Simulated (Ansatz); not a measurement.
# Gallium, hcp under r²SCAN: from relaxation to bulk modulus

Aim: take gallium in the hcp structure, relax it, solve it on a dense k-mesh, switch on spin-orbit coupling, then scale the cell to 7 volumes from 88 to 112 % of the relaxed one and try a fit of the equation of state. The k-meshes are 12×12×7 for the relaxation; 20×20×11 for the dense run; 12×12×7 for spin-orbit coupling; 14×14×8 for the volumes.

Program: Ansatz 0.2.0. Level of theory: DFT r2SCAN, plane waves (500 eV) with PAW, scalar-relativistic; PBE-made PAW files. These are calculated values, not measurements.

## 1. Starting point

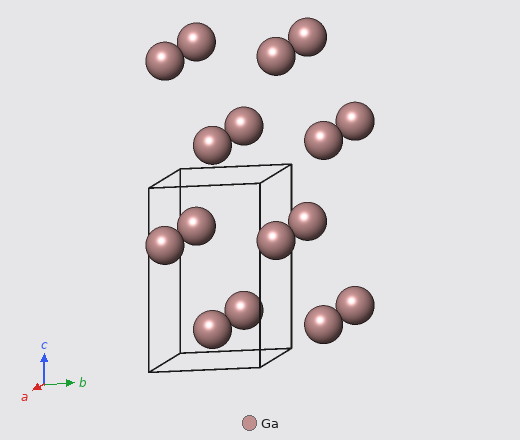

The structure, seen slightly off an axis (gallium pink). 2×2×2 cells are drawn. Any atoms on the faces are drawn again on the opposite ones.

Coordinates:

```xyz
2
Lattice="3.0261 0.0000 0.0000 -1.5131 2.6207 0.0000 0.0000 0.0000 4.9417" Properties=species:S:1:pos:R:3 pbc="T T T"
Ga    0.0000    1.7471    1.2354
Ga    1.5131    0.8736    3.7062
```

## 2. Relaxing cell and atoms

input.yaml reads:

```yaml
crystal:
  lattice:
    - [3.0261186087, 0.0, 0.0]
    - [-1.5130593044, 2.62069559, 0.0]
    - [0.0, 0.0, 4.941651688]
  atoms:
    - { symbol: Ga, position: [0.3333333333, 0.6666666667, 0.25] }
    - { symbol: Ga, position: [0.6666666667, 0.3333333333, 0.75] }
hamiltonian:
  xc: r2scan
  pseudopotentials:
    kind: paw
    azcp:
      Ga: "pseudopotentials/Ga.paw.azcp"
basis:
  ecutwfc: 500
  fft_grid_basis: typed
kpoints:
  mp_grid: { grid: [12, 12, 7], shift: [0, 0, 0] }
magnetization:
  spin_polarized: false
scf:
  occupations: { method: fermi_dirac, width: 0.1 }
relax:
  max_steps: 60
  f_tol: 0.01
  cell: {}
```

On the command line:

```
$ ansatz run input.yaml --threads 1 --pin off --max-ram 3584MiB --backend cpu --events-out ev --progress --plain --runs-dir out
```

What it wrote:

```text
Engine: ansatz 0.2.0, x86_64-unknown-linux-gnu
Pseudopotentials: kind: paw
Pseudopotential: Ga, paw, valence charge 13, recommended cutoff 500 eV (meta_gga), <dir>
Functional definition: r2SCAN
  parameter k0 = 0.174
  parameter k1 = 0.065
  parameter a1 = 4.9479
  exchange = r2scan_x(k0 = k0, k1 = k1, a1 = a1)
  correlation = r2scan_c
Crystal: 2 atoms, lattice volume = 39.190 Å³
Basis set: ecut = 500 eV, 1003 PW (Γ), exchange–correlation on 96×96×160 points (64 copies of the dense FFT grid, shifted against one another)
Bands: 17, of which v1, the nominal top of the filled ones, is band 13 counted from 1 (12 counted from 0)
Symmetry: 24 space group operations
Space group: P63/mmc (ITA 194), of the structure as read, at distance tolerance 3.4e-5 Å
k-points: 76 of 1008
Non-local potential: Ga, projectors of the file, l = 0: 2, l = 1: 2, l = 2: 3, l = 3: 1
PAW form: soft (Blöchl's): semilocal exchange-correlation on the pseudo side does not see the compensation charge
PAW frozen core: Ga, regenerated for the run's functional (the file was generated under x = pbe(κ = 0.804, μ = 0.2195149727645171), c = pbe(β = 0.06672455060314922))
PAW one-centre angular grid: Ga, 590 points (default); XC on 160 Gauss nodes
Initial density: superposition of atomic densities (neutral atoms: chi_scale 0, normalization atom), corrected by the library's trained network
Initial wavefunctions: pseudopotential atomic-orbital guess
Functional: x = r2scan, c = r2scan; τ floored in thin density (d = 2e-4 eV/Å³)
SCF iter   1: F=—  HF=-7580.187138 eV  |F-HF|=—  |Δ(HF+E_count)|=         —  Δρ=1.13e-2  dr2=1.78e-2  dr2_τ=4.78e-4  ethr=1.77e-3  ⟨swp⟩=5.1  Hψ=5838  notcnv=0
preconditioner: auto → Kerker (q_TF=auto, 2.548 Å⁻¹)  [metal: Δε(μ)=0.106 eV  Ē_g=17.683 eV  σ=0.100 eV  W_gap=0.26  n_scr=10 (ndim 8)  ℏωp=30.2 eV  f_vac=0.000  D(μ)=0.60/eV (n_scr^D=2)]
SCF iter   2: F=—  HF=-7580.190336 eV  |F-HF|=—  |Δ(HF+E_count)|=   3.20e-3  Δρ=3.50e-3  dr2=1.73e-3  dr2_τ=4.75e-5  ethr=6.83e-5  ⟨swp⟩=2.0  Hψ=3188  notcnv=0  defer=4
SCF iter   3: F=—  HF=-7580.190573 eV  |F-HF|=—  |Δ(HF+E_count)|=   2.37e-4  Δρ=2.56e-3  dr2=1.02e-3  dr2_τ=6.20e-6  ethr=6.64e-6  ⟨swp⟩=2.4  Hψ=2243  notcnv=0  defer=4
SCF iter   4: F=—  HF=-7580.190743 eV  |F-HF|=—  |Δ(HF+E_count)|=   1.69e-4  Δρ=3.33e-4  dr2=5.04e-5  dr2_τ=1.81e-7  ethr=3.91e-6  ⟨swp⟩=2.0  Hψ=1522  notcnv=0  defer=4
SCF iter   5: F=—  HF=-7580.190798 eV  |F-HF|=—  |Δ(HF+E_count)|=   5.50e-5  Δρ=1.31e-4  dr2=7.65e-6  dr2_τ=2.28e-8  ethr=1.94e-7  ⟨swp⟩=2.8  Hψ=2223  notcnv=0  defer=4
SCF iter   6: F=—  HF=-7580.190809 eV  |F-HF|=—  |Δ(HF+E_count)|=   1.15e-5  Δρ=2.79e-5  dr2=2.75e-7  dr2_τ=1.98e-9  ethr=2.94e-8  ⟨swp⟩=2.9  Hψ=2276  notcnv=0  defer=4
SCF iter   7: F=-7580.190810 eV  HF=-7580.190810 eV  |F-HF|=7.83e-8  |Δ(HF+E_count)|=   5.94e-7  Δρ=1.08e-5  dr2=5.64e-8  dr2_τ=2.29e-10  ethr=3.85e-10  ⟨swp⟩=4.1  Hψ=4633  notcnv=0
SCF 1 converged in 7 iterations: F = -7580.190810 eV  dr2 = 5.64e-8
relax step   1: F+E_penalty+E_count = -7580.19080973 eV  Δ(F+E_penalty+E_count) = +0.000e0 eV  max|allowed force component| = 8.789e-17 eV/Å  Δτ_max = 0.0000 Å  P = -3.965 GPa  Ω = 39.190 Å³  (7 SCF iters, dr2 threshold 1.00e-7 eV, accepted)
Crystal: 2 atoms, lattice volume = 35.952 Å³
Basis set: ecut = 500 eV, 941 PW (Γ), exchange–correlation on 96×96×160 points (64 copies of the dense FFT grid, shifted against one another)
Initial density: handed on by an earlier stage of this run
Initial wavefunctions: those handed on with the density
iter 1 solved again at ethr=3.01e-6 eV; its pass at ethr=3.10e-3 eV (dr2=7.82e-4 eV) is discarded
SCF iter   1: F=—  HF=-7580.168124 eV  |F-HF|=—  |Δ(HF+E_count)|=         —  Δρ=1.45e-3  dr2=8.04e-4  dr2_τ=1.50e-2  ethr=3.01e-6  ⟨swp⟩=2.0  Hψ=7994  notcnv=0
preconditioner: auto → none  [metal: Δε(μ)=0.156 eV  Ē_g=17.884 eV  σ=0.100 eV  W_gap=0.37  n_scr=8 (ndim 8)  ℏωp=31.6 eV  f_vac=0.000  D(μ)=0.62/eV (n_scr^D=2)]
SCF iter   2: F=—  HF=-7580.236200 eV  |F-HF|=—  |Δ(HF+E_count)|=   6.81e-2  Δρ=1.58e-3  dr2=5.16e-4  dr2_τ=2.66e-6  ethr=3.01e-6  ⟨swp⟩=2.3  Hψ=2609  notcnv=0
SCF iter   3: F=—  HF=-7580.236385 eV  |F-HF|=—  |Δ(HF+E_count)|=   1.85e-4  Δρ=7.57e-4  dr2=6.57e-5  dr2_τ=8.46e-7  ethr=1.98e-6  ⟨swp⟩=2.1  Hψ=2319  notcnv=0
SCF iter   4: F=—  HF=-7580.236437 eV  |F-HF|=—  |Δ(HF+E_count)|=   5.29e-5  Δρ=2.86e-4  dr2=3.23e-5  dr2_τ=3.01e-7  ethr=2.53e-7  ⟨swp⟩=2.0  Hψ=2282  notcnv=0
SCF iter   5: F=—  HF=-7580.236407 eV  |F-HF|=—  |Δ(HF+E_count)|=   3.04e-5  Δρ=1.56e-4  dr2=4.46e-6  dr2_τ=3.75e-8  ethr=1.24e-7  ⟨swp⟩=2.0  Hψ=2280  notcnv=0
SCF iter   6: F=—  HF=-7580.236411 eV  |F-HF|=—  |Δ(HF+E_count)|=   4.28e-6  Δρ=4.04e-5  dr2=3.31e-7  dr2_τ=3.06e-9  ethr=1.71e-8  ⟨swp⟩=2.0  Hψ=2284  notcnv=0
SCF iter   7: F=-7580.236412 eV  HF=-7580.236412 eV  |F-HF|=7.54e-8  |Δ(HF+E_count)|=   3.21e-7  Δρ=2.29e-5  dr2=1.08e-7  dr2_τ=8.39e-10  ethr=7.69e-10  ⟨swp⟩=4.0  Hψ=4495  notcnv=0
SCF 2 converged in 7 iterations: F = -7580.236412 eV  dr2 = 1.08e-7
relax step   2: F+E_penalty+E_count = -7580.23641174 eV  Δ(F+E_penalty+E_count) = -4.560e-2 eV  max|allowed force component| = 6.014e-17 eV/Å  Δτ_max = 0.0000 Å  P = +0.118 GPa  Ω = 35.952 Å³  energy of the carried Pulay correction = +1.315e-3 eV  (7 SCF iters, dr2 threshold 2.00e-7 eV, accepted)
Crystal: 2 atoms, lattice volume = 35.976 Å³
iter 1 solved again at ethr=5.90e-7 eV; its pass at ethr=3.10e-3 eV (dr2=1.53e-4 eV) is discarded
SCF iter   1: F=—  HF=-7580.237325 eV  |F-HF|=—  |Δ(HF+E_count)|=         —  Δρ=5.61e-4  dr2=1.46e-4  dr2_τ=1.33e-4  ethr=5.90e-7  ⟨swp⟩=3.0  Hψ=7963  notcnv=0
preconditioner: auto → none  [metal: Δε(μ)=0.097 eV  Ē_g=17.900 eV  σ=0.100 eV  W_gap=0.24  n_scr=8 (ndim 8)  ℏωp=31.6 eV  f_vac=0.000  D(μ)=0.64/eV (n_scr^D=2)]
SCF iter   2: F=—  HF=-7580.237748 eV  |F-HF|=—  |Δ(HF+E_count)|=   4.23e-4  Δρ=1.38e-4  dr2=6.15e-6  dr2_τ=5.37e-8  ethr=5.61e-7  ⟨swp⟩=2.8  Hψ=2201  notcnv=0
SCF iter   3: F=—  HF=-7580.237752 eV  |F-HF|=—  |Δ(HF+E_count)|=   3.87e-6  Δρ=5.42e-5  dr2=9.19e-7  dr2_τ=9.76e-9  ethr=2.37e-8  ⟨swp⟩=2.0  Hψ=1525  notcnv=0
SCF iter   4: F=-7580.237752 eV  HF=-7580.237752 eV  |F-HF|=1.05e-8  |Δ(HF+E_count)|=   8.27e-7  Δρ=5.37e-6  dr2=6.79e-9  dr2_τ=6.24e-11  ethr=7.69e-10  ⟨swp⟩=4.8  Hψ=4856  notcnv=0
SCF 3 converged in 4 iterations: F = -7580.237752 eV  dr2 = 6.79e-9
relax step   3: F+E_penalty+E_count = -7580.23775241 eV  Δ(F+E_penalty+E_count) = -1.341e-3 eV  max|allowed force component| = 8.789e-17 eV/Å  Δτ_max = 0.0000 Å  P = +0.079 GPa  Ω = 35.976 Å³  energy of the carried Pulay correction = +1.305e-3 eV  (4 SCF iters, dr2 threshold 2.00e-7 eV, accepted)
Crystal: 2 atoms, lattice volume = 36.009 Å³
Basis set: ecut = 500 eV, 953 PW (Γ), exchange–correlation on 96×96×160 points (64 copies of the dense FFT grid, shifted against one another)
iter 1 solved again at ethr=2.69e-6 eV; its pass at ethr=3.10e-3 eV (dr2=7.00e-4 eV) is discarded
SCF iter   1: F=—  HF=-7580.235396 eV  |F-HF|=—  |Δ(HF+E_count)|=         —  Δρ=1.24e-3  dr2=6.93e-4  dr2_τ=7.21e-4  ethr=2.69e-6  ⟨swp⟩=2.6  Hψ=8804  notcnv=0
preconditioner: auto → none  [metal: Δε(μ)=0.033 eV  Ē_g=17.890 eV  σ=0.100 eV  W_gap=0.08  n_scr=8 (ndim 8)  ℏωp=31.6 eV  f_vac=0.000  D(μ)=0.73/eV (n_scr^D=2)]
SCF iter   2: F=—  HF=-7580.237688 eV  |F-HF|=—  |Δ(HF+E_count)|=   2.29e-3  Δρ=3.01e-4  dr2=2.58e-5  dr2_τ=2.65e-7  ethr=2.67e-6  ⟨swp⟩=3.0  Hψ=2334  notcnv=0
SCF iter   3: F=—  HF=-7580.237705 eV  |F-HF|=—  |Δ(HF+E_count)|=   1.68e-5  Δρ=1.23e-4  dr2=4.39e-6  dr2_τ=4.98e-8  ethr=9.94e-8  ⟨swp⟩=2.0  Hψ=1526  notcnv=0
SCF iter   4: F=—  HF=-7580.237710 eV  |F-HF|=—  |Δ(HF+E_count)|=   5.06e-6  Δρ=2.68e-5  dr2=1.43e-7  dr2_τ=2.36e-9  ethr=7.69e-10  ⟨swp⟩=4.0  Hψ=6697  notcnv=0
SCF iter   5: F=-7580.237710 eV  HF=-7580.237710 eV  |F-HF|=7.96e-9  |Δ(HF+E_count)|=   1.31e-7  Δρ=5.93e-6  dr2=7.60e-9  dr2_τ=5.59e-11  ethr=5.52e-10  ⟨swp⟩=5.0  Hψ=5442  notcnv=0
SCF 4 converged in 5 iterations: F = -7580.237710 eV  dr2 = 7.60e-9
relax step   4: F+E_penalty+E_count = -7580.23771001 eV  Δ(F+E_penalty+E_count) = +4.240e-5 eV  max|allowed force component| = 7.170e-17 eV/Å  Δτ_max = 0.0000 Å  P = +0.110 GPa  Ω = 36.009 Å³  energy of the carried Pulay correction = +1.291e-3 eV  (5 SCF iters, dr2 threshold 2.00e-7 eV, rejected (line search))
Crystal: 2 atoms, lattice volume = 36.040 Å³
Basis set: ecut = 500 eV, 929 PW (Γ), exchange–correlation on 96×96×160 points (64 copies of the dense FFT grid, shifted against one another)
iter 1 solved again at ethr=5.80e-7 eV; its pass at ethr=3.10e-3 eV (dr2=1.51e-4 eV) is discarded
SCF iter   1: F=—  HF=-7580.237846 eV  |F-HF|=—  |Δ(HF+E_count)|=         —  Δρ=5.67e-4  dr2=1.46e-4  dr2_τ=1.63e-4  ethr=5.80e-7  ⟨swp⟩=2.1  Hψ=8306  notcnv=0
preconditioner: auto → none  [metal: Δε(μ)=0.030 eV  Ē_g=17.889 eV  σ=0.100 eV  W_gap=0.08  n_scr=8 (ndim 8)  ℏωp=31.5 eV  f_vac=0.000  D(μ)=0.68/eV (n_scr^D=2)]
SCF iter   2: F=—  HF=-7580.238384 eV  |F-HF|=—  |Δ(HF+E_count)|=   5.39e-4  Δρ=1.38e-4  dr2=5.06e-6  dr2_τ=5.61e-8  ethr=5.61e-7  ⟨swp⟩=2.8  Hψ=2357  notcnv=0
SCF iter   3: F=—  HF=-7580.238379 eV  |F-HF|=—  |Δ(HF+E_count)|=   5.39e-6  Δρ=5.79e-5  dr2=8.87e-7  dr2_τ=1.07e-8  ethr=1.95e-8  ⟨swp⟩=2.0  Hψ=1543  notcnv=0
SCF iter   4: F=—  HF=-7580.238383 eV  |F-HF|=—  |Δ(HF+E_count)|=   4.22e-6  Δρ=3.14e-6  dr2=2.66e-9  dr2_τ=2.14e-11  ethr=3.41e-9  ⟨swp⟩=2.6  Hψ=2073  notcnv=0
SCF iter   5: F=—  HF=-7580.238383 eV  |F-HF|=—  |Δ(HF+E_count)|=   1.74e-9  Δρ=1.64e-6  dr2=7.16e-10  dr2_τ=6.70e-12  ethr=1.02e-11  ⟨swp⟩=2.0  Hψ=2292  notcnv=0
SCF iter   6: F=—  HF=-7580.238383 eV  |F-HF|=—  |Δ(HF+E_count)|=  2.55e-11  Δρ=5.95e-7  dr2=1.13e-10  dr2_τ=9.80e-13  ethr=2.75e-12  ⟨swp⟩=2.0  Hψ=2285  notcnv=0
SCF iter   7: F=-7580.238383 eV  HF=-7580.238383 eV  |F-HF|=1.82e-12  |Δ(HF+E_count)|=  2.06e-10  Δρ=1.30e-7  dr2=5.64e-12  dr2_τ=4.71e-14  ethr=1.00e-12  ⟨swp⟩=6.3  Hψ=6580  notcnv=0
SCF 5 converged in 7 iterations: F = -7580.238383 eV  dr2 = 5.64e-12
relax step   5: F+E_penalty+E_count = -7580.23838291 eV  Δ(F+E_penalty+E_count) = -6.305e-4 eV  max|allowed force component| = 1.226e-16 eV/Å  Δτ_max = 0.0000 Å  P = +0.008 GPa  Ω = 36.040 Å³  energy of the carried Pulay correction = +1.278e-3 eV  (7 SCF iters, accepted)
Basis set: ecut = 500 eV, 929 PW (Γ), exchange–correlation on 96×96×144 points (64 copies of the dense FFT grid, shifted against one another)
Initial wavefunctions: pseudopotential atomic-orbital guess (no wavefunctions were taken with the density)
iter 1 solved again at ethr=1.24e-8 eV; its pass at ethr=3.10e-3 eV (dr2=3.22e-6 eV) is discarded
SCF iter   1: F=—  HF=-7580.237453 eV  |F-HF|=—  |Δ(HF+E_count)|=         —  Δρ=1.27e-4  dr2=2.01e-6  dr2_τ=1.21e-6  ethr=1.24e-8  ⟨swp⟩=3.1  Hψ=9624  notcnv=0
preconditioner: auto → none  [metal: Δε(μ)=0.045 eV  Ē_g=17.889 eV  σ=0.100 eV  W_gap=0.11  n_scr=8 (ndim 8)  ℏωp=31.5 eV  f_vac=0.000  D(μ)=0.68/eV (n_scr^D=2)]
SCF iter   2: F=—  HF=-7580.237454 eV  |F-HF|=—  |Δ(HF+E_count)|=   1.43e-6  Δρ=7.86e-5  dr2=9.07e-7  dr2_τ=4.42e-8  ethr=7.71e-9  ⟨swp⟩=2.0  Hψ=2280  notcnv=0
SCF iter   3: F=—  HF=-7580.237455 eV  |F-HF|=—  |Δ(HF+E_count)|=   4.82e-7  Δρ=1.20e-5  dr2=3.97e-8  dr2_τ=2.69e-9  ethr=3.49e-9  ⟨swp⟩=2.0  Hψ=2281  notcnv=0
SCF iter   4: F=—  HF=-7580.237455 eV  |F-HF|=—  |Δ(HF+E_count)|=   6.34e-8  Δρ=5.20e-6  dr2=3.29e-9  dr2_τ=1.61e-10  ethr=1.53e-10  ⟨swp⟩=2.0  Hψ=2284  notcnv=0
SCF iter   5: F=—  HF=-7580.237455 eV  |F-HF|=—  |Δ(HF+E_count)|=   5.03e-9  Δρ=1.35e-6  dr2=2.06e-10  dr2_τ=2.81e-12  ethr=1.27e-11  ⟨swp⟩=3.0  Hψ=2360  notcnv=0
SCF iter   6: F=-7580.237455 eV  HF=-7580.237455 eV  |F-HF|=1.82e-11  |Δ(HF+E_count)|=  2.00e-10  Δρ=3.07e-7  dr2=1.12e-11  dr2_τ=1.60e-13  ethr=1.00e-12  ⟨swp⟩=3.9  Hψ=5755  notcnv=0
SCF 6 converged in 6 iterations: F = -7580.237455 eV  dr2 = 1.12e-11
relax step   6: F+E_penalty+E_count = -7580.23745456 eV  Δ(F+E_penalty+E_count) = +9.284e-4 eV  max|allowed force component| = 7.864e-17 eV/Å  Δτ_max = 0.0000 Å  P = -0.024 GPa  Ω = 36.040 Å³  stress off target by 3.72e-2 GPa  SCF on the basis re-selected at this cell (its energy is not comparable with the rows above)  (6 SCF iters)
basis re-selected at this cell: Δ(F+E_penalty+E_count) = +9.284e-4 eV, ΔP = -0.032 GPa vs the last step (what re-selecting the basis moved, of the pressure what is left beyond the Pulay correction that the steps carried, after the strain that the cell walked since its last selection, with what the two solves' SCF thresholds leave and, on support functions, any second-order correction that the steps lacked; it is no measure of the basis error at this ecutwfc). The dense FFT grid was sized anew with the basis: this SCF ran on 24×24×36 points, the steps before it on 24×24×40, so part of this shift can come from that change (see relax.cell in the input reference). This SCF's stress stands 3.72e-2 GPa from its target on what of the cell is left free (relax.cell.stress_tol is 5.00e-2 GPa) and its largest allowed force component is 7.86e-17 eV/Å (relax.f_tol is 1.00e-2 eV/Å): within both
SCF converged after 6 iterations
Free energy (F): -7580.237455 eV
Harris-Foulkes:  -7580.237455 eV  (|F-HF|=1.82e-11)
Internal energy: -7580.215033 eV  (E = F + TS)
E sigma→0 (E₀):  -7580.226244 eV
Entropy (-TS):   -0.022421 eV (-11.211 meV/atom)
Fermi energy:    10.290115 eV
--- Per-component energies (eV) ---
  E_band       = -70.080388
  E_kinetic    = 228.756973
  E_local      = -3503.579988  (includes V_loc(G=0)·N_el)
  E_nonlocal   = 848.561300
  E_hartree    = 1653.654786
  E_xc         = -125.140756
  E_vxc        = -120.191381  (∫ρ·V_xc dr)
  E_paw        = -4000.756743  (= ΣΔE_a)
  E_vpaw       = -837.748089  (= ΣTr[D̂ρ^β])
  E_aug_tail   = -0.000075  (compensation charges beyond the density's cutoff)
  E_vtau       = 6.811448  (kinetic-family band-sum trace: ∫τ·v_τ [+ j·A + Jᵃ·Aᵃ] dr)
  E_ewald      = -2680.404391
  E_core_change = -1.306140  (= ΣΔE_core)
  E_smearing   = -0.022421  (= −TS)
  E_closure    = -0.000000  (closes the sum)
  Σ components = -7580.237455   (vs F -7580.237455, Δ=0.00e0)
--- Forces (eV/Å), atoms counted from 1 ---
  atom   1  Ga     0.00000000     0.00000000    -0.00000000
  atom   2  Ga    -0.00000000     0.00000000     0.00000000
  max |Σ_I F_I| component: 0.00e0 eV/Å
--- Stress (GPa, compression-positive) ---
       -0.037217       0.000000       0.000000
        0.000000      -0.037217      -0.000000
        0.000000      -0.000000       0.001793
  P = ⅓ Tr σ = -0.0242 GPa (-0.242 kbar)
--- Relaxed structure (5 steps of the walk, 4 accepted, 1 SCFs on fresh bases) ---
  F+E_penalty+E_count = -7580.23745456 eV   max|allowed force component| = 7.864e-17 eV/Å   (the final SCF, on the basis selected at the relaxed cell)
  cell:  # Å, volume = 36.0405 Å³
    - [2.976199279301291, 2.8391431103971107e-11, -3.681760303293653e-18]
    - [-1.488099639675233, 2.5774641825856603, 1.8408801516772507e-18]
    - [-6.012314575268776e-18, 1.3390801565919872e-32, 4.698245260739106]
  atoms:
    - { symbol: Ga, position: [0.3333333333333333, 0.6666666666666666, 0.25] }
    - { symbol: Ga, position: [0.6666666666666666, 0.33333333333333326, 0.7500000000000001] }
```

Run time: 40 s. Hardware: 1 thread of Intel Xeon Platinum 8259CL at 2.50GHz (Skylake/Cascade Lake), shared host; peak memory 0.65 GiB.

The walk, from the log:

| step | energy change (meV/atom) | largest force (eV/Å) | pressure (GPa) | volume (Å³/atom) | accepted |
| --- | --- | --- | --- | --- | --- |
| 1 | 0.00 | 0.0000 | -3.97 | 19.595 | yes |
| 2 | -22.80 | 0.0000 | 0.12 | 17.976 | yes |
| 3 | -23.47 | 0.0000 | 0.08 | 17.988 | yes |
| 4 | -23.45 | 0.0000 | 0.11 | 18.004 | no |
| 5 | -23.79 | 0.0000 | 0.01 | 18.020 | yes |
| 6 | -23.32 | 0.0000 | -0.02 | 18.020 | yes |

Steps that repeat a cell are solved on a basis chosen anew, so their changes of energy are no gain of the relaxation.

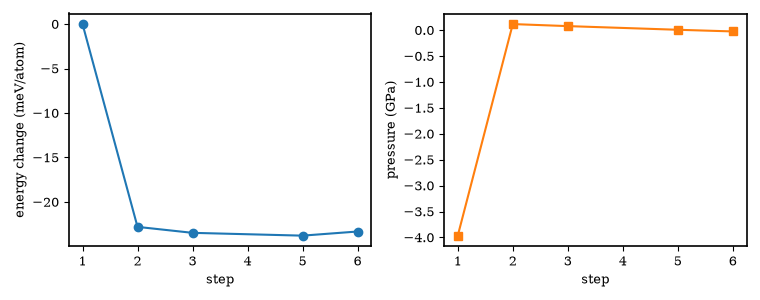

Energy and pressure over the accepted steps.

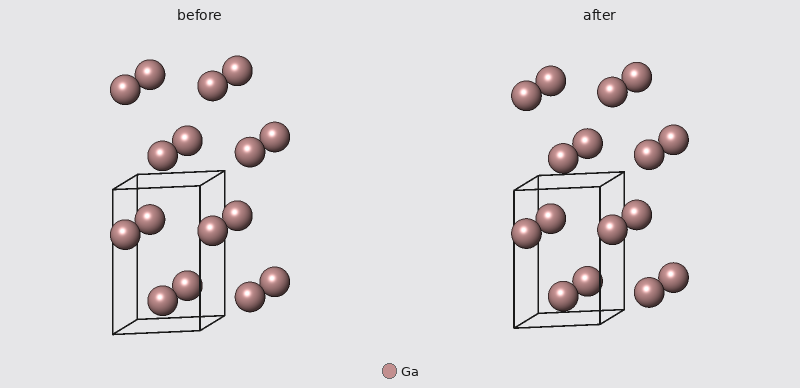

Start and end of the relaxation side by side. The cells drawn are those of the first picture.

The cell of the run, before and after:

|  | before | after | change |
| --- | --- | --- | --- |
| a (Å) | 3.026 | 2.976 | -1.6 % |
| b (Å) | 3.026 | 2.976 | -1.6 % |
| c (Å) | 4.942 | 4.698 | -4.9 % |
| volume (Å³/atom) | 19.595 | 18.020 | -8.0 % |
| shortest distance (Å) | 3.026 | 2.910 | -3.8 % |
| space group (spins left aside) | P6_3/mmc | P6_3/mmc | same |

## 3. The energy on a finer k-mesh

input.yaml reads:

```yaml
crystal:
  lattice:
    - [2.9761992793, 0.0, 0.0]
    - [-1.4880996397, 2.5774641826, 0.0]
    - [0.0, 0.0, 4.6982452607]
  atoms:
    - { symbol: Ga, position: [0.3333333333, 0.6666666667, 0.25] }
    - { symbol: Ga, position: [0.6666666667, 0.3333333333, 0.75] }
hamiltonian:
  xc: r2scan
  pseudopotentials:
    kind: paw
    azcp:
      Ga: "pseudopotentials/Ga.paw.azcp"
basis:
  ecutwfc: 500
  fft_grid_basis: typed
kpoints:
  mp_grid: { grid: [20, 20, 11], shift: [0, 0, 0] }
magnetization:
  spin_polarized: false
scf:
  occupations: { method: fermi_dirac, width: 0.1 }
```

On the command line:

```
$ ansatz run input.yaml --threads 1 --pin off --max-ram 3584MiB --backend cpu --events-out ev --progress --plain --runs-dir out
```

What it wrote (excerpt; [...] marks lines left out):

```text
[...]
[... 3 set-up lines as earlier in the session ...]
[...]
Crystal: 2 atoms, lattice volume = 36.040 Å³
Basis set: ecut = 500 eV, 929 PW (Γ), exchange–correlation on 96×96×144 points (64 copies of the dense FFT grid, shifted against one another)
Bands: 17, of which v1, the nominal top of the filled ones, is band 13 counted from 1 (12 counted from 0)
[... 1 set-up line as earlier in the session ...]
Space group: P63/mmc (ITA 194), of the structure as read, at distance tolerance 3.3e-5 Å
k-points: 264 of 4400
[...]
SCF iter   1: F=—  HF=-7580.222244 eV  |F-HF|=—  |Δ(HF+E_count)|=         —  Δρ=1.20e-2  dr2=1.94e-2  dr2_τ=8.83e-4  ethr=1.77e-3  ⟨swp⟩=5.0  Hψ=20052  notcnv=0
[...]
SCF iter   6: F=-7580.228527 eV  HF=-7580.228527 eV  |F-HF|=1.51e-9  |Δ(HF+E_count)|=   3.25e-7  Δρ=6.17e-6  dr2=5.22e-9  dr2_τ=2.46e-11  ethr=3.85e-10  ⟨swp⟩=3.0  Hψ=10345  notcnv=0
[...]
SCF converged after 6 iterations
Free energy (F): -7580.228527 eV
[...]
E sigma→0 (E₀):  -7580.216463 eV
Entropy (-TS):   -0.024126 eV (-12.063 meV/atom)
Fermi energy:    10.307588 eV
[...]
```

Run time: 17 s. Hardware: 1 thread of Intel Xeon Platinum 8259CL at 2.50GHz (Skylake/Cascade Lake), shared host; peak memory 0.66 GiB.

(Part 1 of 2 ends here.)
